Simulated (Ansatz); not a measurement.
## Molecular dynamics, with input and output: C2H10OSi2 (part 4 of 4)

The same run, continued: C2H10OSi2; RKS PBE/STO-3G (Ansatz 0.2.0). It belongs to a series of runs on one base structure; here: dynamics from the highest image of the converged band.

Geometry of the input (Å):
```
Si -0.7162  -0.1173  0.0441
Si 1.8355  -1.0944  -1.0678
O  -1.0951  -1.1030  -1.2346
H  0.1117  -1.1082  -1.5111
C  0.3078  1.4654  0.1901
C  -2.1258  -0.0114  1.2905
H  2.6115  -0.0395  -1.7232
H  2.4010  -1.0994  0.2865
H  2.3881  -2.3319  -1.6237
H  0.8346  1.6964  -0.7503
H  1.0655  1.3728  0.9879
H  -0.3577  2.3092  0.4495
H  -2.7696  -0.9053  1.2553
H  -1.7360  0.0922  2.3180
H  -2.7555  0.8743  1.0887
```

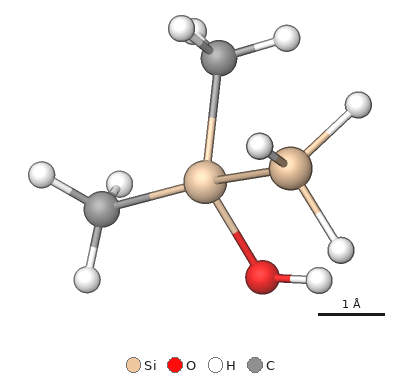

*The geometry at step 80 of the log (ball-and-stick view, seen at a tilt).*

Trajectory as extended XYZ, continued
```
15
Properties=species:S:1:pos:R:3:forces:R:3 step=63 time_fs=31.5 energy=-19786.92468 temperature=765.2
Si   -0.5700   -0.1484    0.0269    1.8743  -1.3852  -1.5063
Si    1.7568   -1.0418   -0.9585   -0.2546   0.2847   1.9507
O    -1.2224   -1.1338   -1.2744   -1.2621   1.0895   0.3748
H    -0.3796   -1.2600   -1.8542    0.0110   0.0133  -0.1254
C     0.3238    1.5250    0.1454   -1.2700   0.8472   0.7376
C    -2.0748   -0.0612    1.2432    0.9062  -1.4597  -0.0130
H     2.4625    0.0741   -1.6101   -0.2734  -0.1660   0.0018
H     2.6220   -1.3445    0.1996   -0.0403  -0.0340  -0.3567
H     1.9554   -2.1948   -1.8646   -0.3785   0.2493   0.2118
H     0.8978    1.7770   -0.7359    0.3090   0.1615  -0.7929
H     1.0588    1.3514    0.9426    0.2354   0.0737   0.2583
H    -0.2690    2.4250    0.4574    0.1325  -0.6022  -0.2751
H    -2.6618   -1.0007    1.1373    0.1412   0.2693   0.1184
H    -1.8188    0.0532    2.3202    0.0572   0.0776  -0.4453
H    -2.7318    0.7554    0.9438   -0.1879   0.5810  -0.1387
15
Properties=species:S:1:pos:R:3:forces:R:3 step=65 time_fs=32.5 energy=-19787.07055 temperature=851.9
Si   -0.5573   -0.1538    0.0229    1.7880  -1.4486  -1.5811
Si    1.7553   -1.0385   -0.9469   -0.4663   0.1625   1.8318
O    -1.2387   -1.1299   -1.2771   -1.1905   1.1469   0.4828
H    -0.4153   -1.2743   -1.8771    0.0802   0.0356  -0.1369
C     0.3205    1.5307    0.1437   -1.2324   0.6754   0.5492
C    -2.0681   -0.0667    1.2391    0.9060  -1.3636  -0.0445
H     2.4376    0.0742   -1.6189   -0.2228  -0.1013  -0.0168
H     2.6554   -1.3582    0.1756   -0.0394  -0.0470  -0.3030
H     1.8913   -2.1848   -1.8769   -0.3334   0.2965   0.2855
H     0.8938    1.7856   -0.7396    0.2650   0.1633  -0.7120
H     1.0540    1.3607    0.9400    0.3000   0.0673   0.3174
H    -0.2780    2.4205    0.4552    0.0493  -0.4497  -0.2399
H    -2.6675   -0.9979    1.1404    0.1845   0.2043   0.0752
H    -1.8125    0.0504    2.3159    0.0335   0.1189  -0.4426
H    -2.7186    0.7528    0.9253   -0.1216   0.5395  -0.0652
15
Properties=species:S:1:pos:R:3:forces:R:3 step=67 time_fs=33.5 energy=-19787.22510 temperature=943.6
Si   -0.5440   -0.1597    0.0183    1.6739  -1.4855  -1.6271
Si    1.7537   -1.0352   -0.9348   -0.7008   0.0382   1.6837
O    -1.2557   -1.1252   -1.2795   -1.0067   1.1739   0.5070
H    -0.4504   -1.2883   -1.9012    0.0499   0.0783  -0.0686
C     0.3162    1.5369    0.1425   -0.8091   0.3781   0.1548
C    -2.0606   -0.0732    1.2350    0.8028  -0.9919  -0.2660
H     2.4106    0.0735   -1.6279   -0.1628  -0.0219  -0.0395
H     2.6885   -1.3722    0.1487   -0.0267  -0.0640  -0.2336
H     1.8240   -2.1720   -1.8864   -0.2734   0.3256   0.3539
H     0.8921    1.7957   -0.7499    0.0574   0.0921  -0.3593
H     1.0519    1.3706    0.9403    0.2518   0.0909   0.2474
H    -0.2866    2.4118    0.4506   -0.1421  -0.1375  -0.1452
H    -2.6716   -0.9932    1.1443    0.1614   0.0555   0.0224
H    -1.8058    0.0488    2.3074    0.0477   0.1648  -0.2985
H    -2.7064    0.7552    0.9062    0.0767   0.3034   0.0687
15
Properties=species:S:1:pos:R:3:forces:R:3 step=69 time_fs=34.5 energy=-19787.36292 temperature=1025.6
Si   -0.5301   -0.1660    0.0131    1.5294  -1.4910  -1.6404
Si    1.7519   -1.0318   -0.9220   -0.9299  -0.0679   1.5181
O    -1.2734   -1.1199   -1.2816   -0.7413   1.1710   0.4595
H    -0.4850   -1.3015   -1.9260   -0.0501   0.1398   0.0646
C     0.3113    1.5434    0.1413   -0.1969   0.0216  -0.2692
C    -2.0525   -0.0805    1.2307    0.6801  -0.4998  -0.5898
H     2.3821    0.0725   -1.6372   -0.1046   0.0537  -0.0553
H     2.7213   -1.3869    0.1195   -0.0140  -0.0807  -0.1647
H     1.7541   -2.1561   -1.8926   -0.1997   0.3302   0.4097
H     0.8910    1.8067   -0.7636   -0.2051  -0.0048   0.0932
H     1.0522    1.3814    0.9429    0.1111   0.1371   0.0790
H    -0.2965    2.4018    0.4447   -0.3737   0.2262  -0.0269
H    -2.6741   -0.9880    1.1484    0.0969  -0.1290  -0.0313
H    -1.7987    0.0487    2.2962    0.0888   0.2066  -0.0648
H    -2.6935    0.7604    0.8878    0.3089  -0.0129   0.2181
15
Properties=species:S:1:pos:R:3:forces:R:3 step=71 time_fs=35.5 energy=-19787.47726 temperature=1093.8
Si   -0.5157   -0.1729    0.0074    1.3509  -1.4628  -1.6200
Si    1.7497   -1.0285   -0.9088   -1.1230  -0.1403   1.3433
O    -1.2915   -1.1138   -1.2835   -0.4567   1.1525   0.3884
H    -0.5201   -1.3133   -1.9501   -0.1559   0.2066   0.2138
C     0.3063    1.5500    0.1400    0.3277  -0.2716  -0.5587
C    -2.0438   -0.0882    1.2259    0.6139  -0.0664  -0.8802
H     2.3525    0.0720   -1.6471   -0.0579   0.1071  -0.0521
H     2.7539   -1.4023    0.0888   -0.0155  -0.0916  -0.1108
H     1.6823   -2.1370   -1.8948   -0.1153   0.3069   0.4473
H     0.8880    1.8177   -0.7765   -0.4104  -0.0779   0.4637
H     1.0535    1.3935    0.9462   -0.0649   0.1892  -0.1175
H    -0.3100    2.3939    0.4386   -0.5380   0.4850   0.0617
H    -2.6757   -0.9840    1.1522    0.0336  -0.2840  -0.0758
H    -1.7907    0.0506    2.2843    0.1352   0.2307   0.1676
H    -2.6776    0.7656    0.8715    0.4761  -0.2833   0.3293
15
Properties=species:S:1:pos:R:3:forces:R:3 step=73 time_fs=36.5 energy=-19787.58439 temperature=1157.6
Si   -0.5008   -0.1803    0.0011    1.1353  -1.4004  -1.5659
Si    1.7472   -1.0253   -0.8951   -1.2553  -0.1726   1.1626
O    -1.3099   -1.1071   -1.2851   -0.2122   1.1384   0.3503
H    -0.5566   -1.3232   -1.9722   -0.2073   0.2599   0.3223
C     0.3015    1.5563    0.1382    0.5344  -0.3834  -0.6281
C    -2.0347   -0.0960    1.2203    0.6415   0.1784  -1.0065
H     2.3224    0.0725   -1.6575   -0.0277   0.1258  -0.0213
H     2.7864   -1.4186    0.0570   -0.0438  -0.0918  -0.0808
H     1.6094   -2.1151   -1.8928   -0.0237   0.2562   0.4633
H     0.8811    1.8279   -0.7850   -0.4909  -0.0974   0.6373
H     1.0542    1.4074    0.9485   -0.2117   0.2297  -0.2688
H    -0.3286    2.3905    0.4329   -0.5356   0.5085   0.0755
H    -2.6769   -0.9826    1.1552    0.0152  -0.3514  -0.1039
H    -1.7814    0.0547    2.2739    0.1622   0.2214   0.3000
H    -2.6573    0.7682    0.8582    0.5196  -0.4213   0.3641
15
Properties=species:S:1:pos:R:3:forces:R:3 step=75 time_fs=37.5 energy=-19787.69439 temperature=1222.9
Si   -0.4856   -0.1882   -0.0057    0.8821  -1.3028  -1.4781
Si    1.7442   -1.0220   -0.8809   -1.3147  -0.1693   0.9748
O    -1.3284   -1.0996   -1.2865   -0.0395   1.1444   0.3839
H    -0.5951   -1.3306   -1.9913   -0.1734   0.2843   0.3501
C     0.2970    1.5623    0.1359    0.3366  -0.2995  -0.4822
C    -2.0250   -0.1036    1.2140    0.7679   0.1853  -0.8966
H     2.2920    0.0742   -1.6680   -0.0130   0.1067   0.0395
H     2.8184   -1.4358    0.0244   -0.1053  -0.0782  -0.0748
H     1.5363   -2.0907   -1.8864    0.0716   0.1821   0.4569
H     0.8697    1.8373   -0.7876   -0.4264  -0.0536   0.5737
H     1.0530    1.4235    0.9482   -0.2833   0.2468  -0.3261
H    -0.3521    2.3918    0.4280   -0.3459   0.2847   0.0106
H    -2.6780   -0.9846    1.1573    0.0643  -0.3071  -0.1146
H    -1.7706    0.0608    2.2663    0.1545   0.1673   0.2755
H    -2.6321    0.7668    0.8484    0.4245  -0.3911   0.3076
15
Properties=species:S:1:pos:R:3:forces:R:3 step=76 time_fs=38.0 energy=-19787.74650 temperature=1253.8
Si   -0.4778   -0.1923   -0.0093    0.7420  -1.2400  -1.4212
Si    1.7426   -1.0205   -0.8737   -1.3175  -0.1586   0.8771
O    -1.3377   -1.0957   -1.2871    0.0192   1.1572   0.4314
H    -0.6150   -1.3333   -1.9995   -0.1247   0.2834   0.3294
C     0.2950    1.5653    0.1346    0.1055  -0.2147  -0.3507
C    -2.0199   -0.1074    1.2106    0.8641   0.1071  -0.7565
H     2.2768    0.0754   -1.6732   -0.0097   0.0850   0.0797
H     2.8341   -1.4447    0.0078   -0.1480  -0.0663  -0.0785
H     1.4999   -2.0778   -1.8815    0.1198   0.1383   0.4460
H     0.8623    1.8417   -0.7868   -0.3444  -0.0094   0.4575
H     1.0514    1.4325    0.9470   -0.2842   0.2453  -0.3135
H    -0.3653    2.3937    0.4256   -0.2025   0.1132  -0.0400
H    -2.6783   -0.9867    1.1580    0.1117  -0.2486  -0.1149
H    -1.7647    0.0646    2.2635    0.1378   0.1234   0.2071
H    -2.6179    0.7646    0.8447    0.3308  -0.3152   0.2470
15
Properties=species:S:1:pos:R:3:forces:R:3 step=78 time_fs=39.0 energy=-19787.82896 temperature=1302.7
Si   -0.4622   -0.2009   -0.0169    0.4378  -1.0850  -1.2803
Si    1.7389   -1.0173   -0.8592   -1.2781  -0.1314   0.6718
O    -1.3562   -1.0872   -1.2881    0.0967   1.1986   0.5756
H    -0.6555   -1.3367   -2.0138    0.0178   0.2574   0.2290
C     0.2908    1.5710    0.1319   -0.5124  -0.0486  -0.0426
C    -2.0092   -0.1149    1.2033    1.1027  -0.1558  -0.3637
H     2.2462    0.0784   -1.6828   -0.0059   0.0260   0.1720
H     2.8642   -1.4629   -0.0259   -0.2512  -0.0341  -0.0913
H     1.4281   -2.0511   -1.8686    0.2163   0.0422   0.4106
H     0.8454    1.8507   -0.7822   -0.1118   0.1111   0.1012
H     1.0461    1.4521    0.9422   -0.2191   0.2239  -0.2116
H    -0.3927    2.3978    0.4204    0.1057  -0.2487  -0.1428
H    -2.6780   -0.9926    1.1584    0.2303  -0.0913  -0.1099
H    -1.7518    0.0728    2.2593    0.0887   0.0107   0.0030
H    -2.5874    0.7584    0.8388    0.0824  -0.0750   0.0791
15
Properties=species:S:1:pos:R:3:forces:R:3 step=80 time_fs=40.0 energy=-19787.87120 temperature=1327.9
Si   -0.4463   -0.2098   -0.0249    0.1062  -0.8894  -1.1025
Si    1.7348   -1.0143   -0.8443   -1.1970  -0.1140   0.4520
O    -1.3747   -1.0780   -1.2888    0.1584   1.2473   0.7450
H    -0.6959   -1.3376   -2.0259    0.1774   0.2117   0.0875
C     0.2862    1.5767    0.1291   -1.1469   0.0243   0.2064
C    -1.9977   -0.1225    1.1958    1.3569  -0.4408   0.0594
H     2.2156    0.0817   -1.6908    0.0015  -0.0390   0.2673
H     2.8920   -1.4814   -0.0604   -0.3648   0.0045  -0.0994
H     1.3585   -2.0240   -1.8518    0.3127  -0.0584   0.3609
H     0.8275    1.8607   -0.7767    0.1430   0.2419  -0.3082
H     1.0389    1.4738    0.9355   -0.0893   0.1850  -0.0384
H    -0.4191    2.3995    0.4138    0.3448  -0.5202  -0.2091
H    -2.6756   -0.9993    1.1578    0.3411   0.0653  -0.1034
H    -1.7381    0.0811    2.2550    0.0380  -0.1151  -0.2083
H    -2.5561    0.7514    0.8336   -0.1819   0.1970  -0.1089
15
Properties=species:S:1:pos:R:3:forces:R:3 step=82 time_fs=41.0 energy=-19787.88348 temperature=1335.5
Si   -0.4305   -0.2190   -0.0333   -0.2467  -0.6540  -0.8883
Si    1.7303   -1.0112   -0.8293   -1.0983  -0.1251   0.2191
O    -1.3930   -1.0680   -1.2890    0.2557   1.2783   0.8740
H    -0.7346   -1.3365   -2.0372    0.2954   0.1690  -0.0328
C     0.2807    1.5824    0.1264   -1.5635  -0.0328   0.2544
C    -1.9850   -0.1305    1.1882    1.5566  -0.5846   0.3652
H     2.1850    0.0846   -1.6963    0.0195  -0.0923   0.3484
H     2.9163   -1.4999   -0.0960   -0.4698   0.0427  -0.0900
H     1.2918   -1.9975   -1.8315    0.4092  -0.1559   0.3013
H     0.8109    1.8731   -0.7741    0.3167   0.3286  -0.5935
H     1.0308    1.4973    0.9285    0.0546   0.1394   0.1459
H    -0.4423    2.3964    0.4053    0.4334  -0.6176  -0.2122
H    -2.6698   -1.0054    1.1562    0.4019   0.1635  -0.0997
H    -1.7240    0.0883    2.2489    0.0067  -0.2270  -0.3384
H    -2.5265    0.7462    0.8274   -0.3714   0.3678  -0.2536
15
Properties=species:S:1:pos:R:3:forces:R:3 step=84 time_fs=42.0 energy=-19787.88672 temperature=1337.4
Si   -0.4147   -0.2284   -0.0420   -0.6163  -0.3818  -0.6407
Si    1.7255   -1.0082   -0.8143   -1.0026  -0.1770  -0.0218
O    -1.4113   -1.0573   -1.2887    0.4254   1.2690   0.9050
H    -0.7705   -1.3338   -2.0488    0.3289   0.1510  -0.0757
C     0.2740    1.5881    0.1239   -1.5883  -0.1998   0.0280
C    -1.9711   -0.1389    1.1810    1.6479  -0.4718   0.4547
H     2.1546    0.0867   -1.6984    0.0519  -0.1199   0.4007
H     2.9361   -1.5180   -0.1323   -0.5480   0.0733  -0.0550
H     1.2290   -1.9724   -1.8083    0.5063  -0.2445   0.2354
H     0.7972    1.8885   -0.7770    0.3327   0.3233  -0.6120
H     1.0231    1.5222    0.9228    0.1500   0.0965   0.2700
H    -0.4615    2.3874    0.3948    0.3382  -0.5183  -0.1476
H    -2.6603   -1.0100    1.1537    0.3898   0.1705  -0.0997
H    -1.7098    0.0934    2.2395    0.0064  -0.3029  -0.3370
H    -2.5004    0.7445    0.8189   -0.4223   0.3325  -0.3042
15
Properties=species:S:1:pos:R:3:forces:R:3 step=86 time_fs=43.0 energy=-19787.88263 temperature=1334.8
Si   -0.3991   -0.2380   -0.0509   -1.0001  -0.0784  -0.3659
Si    1.7202   -1.0053   -0.7992   -0.9218  -0.2744  -0.2626
O    -1.4292   -1.0458   -1.2879    0.6698   1.2117   0.8203
H    -0.8033   -1.3296   -2.0610    0.2728   0.1659  -0.0233
C     0.2660    1.5936    0.1215   -1.1915  -0.4373  -0.4092
C    -1.9559   -0.1477    1.1741    1.6286  -0.1132   0.3163
H     2.1247    0.0876   -1.6968    0.0986  -0.1137   0.4144
H     2.9507   -1.5354   -0.1692   -0.5854   0.0909   0.0080
H     1.1711   -1.9497   -1.7829    0.6027  -0.3208   0.1646
H     0.7866    1.9069   -0.7856    0.1940   0.2198  -0.3581
H     1.0169    1.5479    0.9196    0.1477   0.0591   0.2812
H    -0.4776    2.3737    0.3829    0.0765  -0.2549  -0.0307
H    -2.6471   -1.0131    1.1502    0.3077   0.0868  -0.1021
H    -1.6956    0.0956    2.2270    0.0374  -0.3306  -0.2004
H    -2.4782    0.7458    0.8075   -0.3371   0.0891  -0.2526
15
Properties=species:S:1:pos:R:3:forces:R:3 step=88 time_fs=44.0 energy=-19787.85354 temperature=1317.4
Si   -0.3839   -0.2475   -0.0599   -1.3969   0.2486  -0.0732
Si    1.7147   -1.0025   -0.7843   -0.8578  -0.4141  -0.4937
O    -1.4468   -1.0336   -1.2866    0.9549   1.1193   0.6539
H    -0.8335   -1.3238   -2.0734    0.1615   0.2033   0.0934
C     0.2570    1.5987    0.1187   -0.5237  -0.6871  -0.8833
C    -1.9394   -0.1565    1.1674    1.5404   0.3538   0.0270
H     2.0957    0.0874   -1.6912    0.1564  -0.0726   0.3865
H     2.9597   -1.5519   -0.2060   -0.5747   0.0919   0.0965
H     1.1189   -1.9301   -1.7559    0.6951  -0.3831   0.0892
H     0.7778    1.9275   -0.7975   -0.0209   0.0597   0.0334
H     1.0120    1.5743    0.9190    0.0405   0.0228   0.1760
H    -0.4929    2.3575    0.3708   -0.2713   0.0800   0.1040
H    -2.6310   -1.0154    1.1457    0.1849  -0.0545  -0.1051
H    -1.6809    0.0946    2.2127    0.0890  -0.3113   0.0303
H    -2.4592    0.7478    0.7937   -0.1774  -0.2568  -0.1349
15
Properties=species:S:1:pos:R:3:forces:R:3 step=89 time_fs=44.5 energy=-19787.82644 temperature=1301.3
Si   -0.3765   -0.2523   -0.0645   -1.5998   0.4180   0.0763
Si    1.7118   -1.0011   -0.7769   -0.8298  -0.4969  -0.6030
O    -1.4553   -1.0272   -1.2858    1.0970   1.0678   0.5599
H    -0.8480   -1.3201   -2.0793    0.1014   0.2236   0.1569
C     0.2524    1.6011    0.1171   -0.1736  -0.7882  -1.0767
C    -1.9307   -0.1609    1.1641    1.4858   0.5700  -0.1339
H     2.0818    0.0871   -1.6870    0.1879  -0.0406   0.3580
H     2.9621   -1.5598   -0.2241   -0.5511   0.0860   0.1484
H     1.0953   -1.9216   -1.7421    0.7383  -0.4090   0.0496
H     0.7735    1.9380   -0.8036   -0.1262  -0.0225   0.2248
H     1.0097    1.5875    0.9194   -0.0411   0.0028   0.0936
H    -0.5014    2.3495    0.3650   -0.4340   0.2299   0.1628
H    -2.6222   -1.0166    1.1430    0.1229  -0.1293  -0.1059
H    -1.6733    0.0930    2.2055    0.1167  -0.2885   0.1574
H    -2.4504    0.7482    0.7862   -0.0944  -0.4231  -0.0682
15
Properties=species:S:1:pos:R:3:forces:R:3 step=91 time_fs=45.5 energy=-19787.75581 temperature=1259.5
Si   -0.3620   -0.2617   -0.0735   -2.0126   0.7628   0.3743
Si    1.7058   -0.9985   -0.7622   -0.7722  -0.6799  -0.8061
O    -1.4719   -1.0140   -1.2839    1.3512   0.9705   0.3921
H    -0.8763   -1.3113   -2.0899    0.0028   0.2529   0.2547
C     0.2430    1.6054    0.1131    0.3693  -0.8779  -1.3002
C    -1.9123   -0.1692    1.1574    1.3757   0.8682  -0.3980
H     2.0553    0.0862   -1.6760    0.2520   0.0388   0.2776
H     2.9631   -1.5751   -0.2591   -0.4710   0.0625   0.2621
H     1.0534   -1.9076   -1.7141    0.8145  -0.4502  -0.0338
H     0.7637    1.9588   -0.8138   -0.2843  -0.1577   0.5097
H     1.0048    1.6140    0.9207   -0.2205  -0.0439  -0.0865
H    -0.5217    2.3354    0.3547   -0.6345   0.4002   0.2325
H    -2.6039   -1.0201    1.1371    0.0312  -0.2482  -0.1044
H    -1.6572    0.0878    2.1924    0.1608  -0.2318   0.3758
H    -2.4334    0.7455    0.7710    0.0374  -0.6663   0.0502
15
Properties=species:S:1:pos:R:3:forces:R:3 step=93 time_fs=46.5 energy=-19787.68351 temperature=1216.6
Si   -0.3483   -0.2709   -0.0824   -2.4300   1.1088   0.6613
Si    1.6996   -0.9961   -0.7478   -0.6942  -0.8724  -0.9888
O    -1.4878   -1.0002   -1.2818    1.5403   0.8964   0.2913
H    -0.9046   -1.3000   -2.0981   -0.0414   0.2535   0.2755
C     0.2339    1.6090    0.1082    0.5251  -0.7786  -1.2759
C    -1.8929   -0.1768    1.1504    1.2793   0.9101  -0.4849
H     2.0313    0.0856   -1.6625    0.3123   0.1240   0.1790
H     2.9596   -1.5898   -0.2916   -0.3580   0.0283   0.3810
H     1.0193   -1.8979   -1.6865    0.8724  -0.4775  -0.1221
H     0.7513    1.9782   -0.8192   -0.3389  -0.2254   0.5985
H     0.9977    1.6401    0.9212   -0.3671  -0.0991  -0.2292
H    -0.5479    2.3250    0.3466   -0.5794   0.3315   0.2166
H    -2.5852   -1.0260    1.1301    0.0153  -0.2871  -0.0967
H    -1.6396    0.0804    2.1830    0.1725  -0.1818   0.4734
H    -2.4161    0.7365    0.7562    0.0918  -0.7306   0.1211
15
Properties=species:S:1:pos:R:3:forces:R:3 step=95 time_fs=47.5 energy=-19787.61974 temperature=1178.5
Si   -0.3353   -0.2796   -0.0911   -2.8434   1.4507   0.9263
Si    1.6931   -0.9940   -0.7337   -0.5709  -1.0588  -1.1573
O    -1.5026   -0.9859   -1.2795    1.6545   0.8524   0.2763
H    -0.9332   -1.2863   -2.1037   -0.0227   0.2203   0.2026
C     0.2253    1.6120    0.1022    0.2537  -0.5515  -1.0422
C    -1.8724   -0.1838    1.1430    1.2091   0.6786  -0.3342
H     2.0102    0.0862   -1.6472    0.3628   0.1938   0.0814
H     2.9526   -1.6042   -0.3205   -0.2307  -0.0078   0.4957
H     0.9935   -1.8928   -1.6600    0.9069  -0.4903  -0.2129
H     0.7356    1.9954   -0.8190   -0.2812  -0.2101   0.4713
H     0.9872    1.6653    0.9196   -0.4342  -0.1577  -0.2866
H    -0.5795    2.3176    0.3405   -0.2848   0.0637   0.1263
H    -2.5663   -1.0346    1.1222    0.0847  -0.2340  -0.0816
H    -1.6204    0.0712    2.1779    0.1417  -0.1536   0.4060
H    -2.3980    0.7206    0.7425    0.0544  -0.5956   0.1288
```

Key numbers

| quantity | value |
| --- | --- |
| outcome | finished |
| mean temperature over the second half | 962 K |
| trajectory | 95 steps, 47.5 fs |
| ensemble | nve |
| temperature in the input | 100.0 K |
| time step | 0.5 fs |
| potential energy (last step) | −19787.6198 eV |
| mean-field energy (last step) | −19787.6198 eV |
| largest force (length of the vector) (last step) | 3.324 eV/Å |
| wall time | 5 min |
| peak memory | 0.12 GiB |

Remarks

So short a trajectory is not equilibrated.
